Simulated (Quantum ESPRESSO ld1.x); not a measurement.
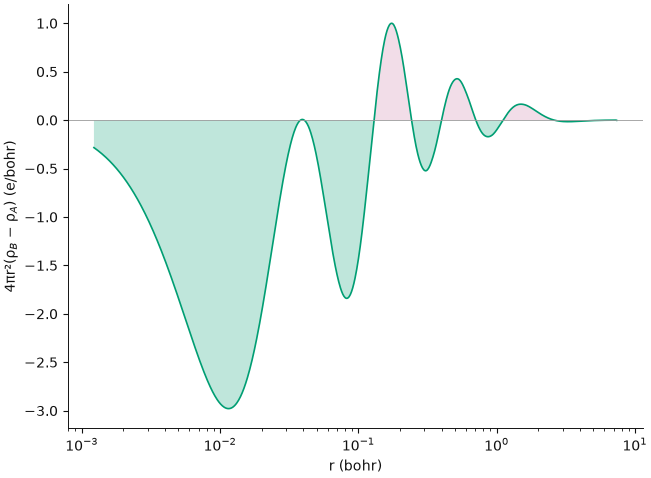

The niobium ion Nb⁺ in [Kr] 4d4 was computed at two levels of relativity: the non-relativistic run; the scalar-relativistic run. Computed with Quantum ESPRESSO ld1.x 7.5. Models: non-relativistic Kohn-Sham, PBEsol, spin-unpolarised, spherical densities, point nucleus and scalar-relativistic Kohn-Sham, PBEsol, spin-unpolarised, spherical densities, point nucleus.

The plot shows the radial density of run B less that of run A; on the logarithmic r axis, areas aren't charges.

> Assign A and B and describe the change of the density.

A is the scalar-relativistic run; B is the non-relativistic run. B holds 0.28 electrons more than A where the difference is positive (most at r = 0.17 bohr) and 0.28 electrons fewer where it is negative (most at r = 0.012 bohr), with no net change. Relativity draws the inner s and p1/2 density in, so the more relativistic run gains charge close to the nucleus.
